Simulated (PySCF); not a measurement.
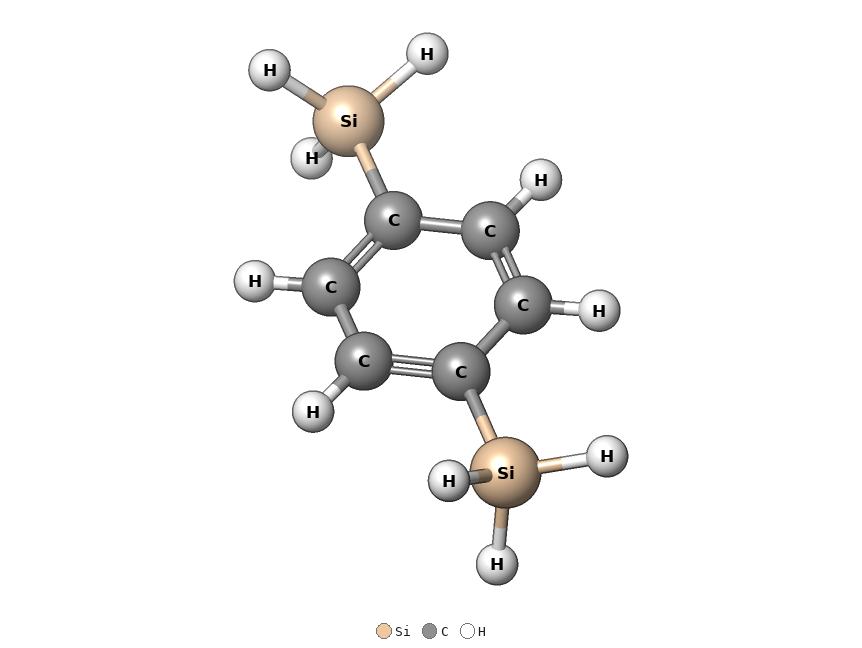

Computed geometry: PBE0-D3(BJ)/def2-SVP optimisation. No frequency run is at hand to confirm it as a minimum. Program: PySCF 2.14.0.

At this fixed geometry, give HOMO energy (eV), dipole (D) at these levels: CAM-B3LYP/def2-SVPD; CAM-B3LYP/def2-SVPD in chloroform (IEF-PCM); CAM-B3LYP/def2-SVPD in dimethylsulfoxide (IEF-PCM); PBE0/pcSseg-1 in chloroform (IEF-PCM); PBE0/pcSseg-1 in dimethylsulfoxide (IEF-PCM).

```json
{"level": "CAM-B3LYP/def2-SVPD", "HOMO energy (eV)": "−8.64", "dipole (D)": "0.02"}
{"level": "CAM-B3LYP/def2-SVPD in chloroform (IEF-PCM)", "HOMO energy (eV)": "−8.57", "dipole (D)": "0.02"}
{"level": "CAM-B3LYP/def2-SVPD in dimethylsulfoxide (IEF-PCM)", "HOMO energy (eV)": "−8.58", "dipole (D)": "0.02"}
{"level": "PBE0/pcSseg-1 in chloroform (IEF-PCM)", "HOMO energy (eV)": "−7.46", "dipole (D)": "0.03"}
{"level": "PBE0/pcSseg-1 in dimethylsulfoxide (IEF-PCM)", "HOMO energy (eV)": "−7.47", "dipole (D)": "0.03"}
```
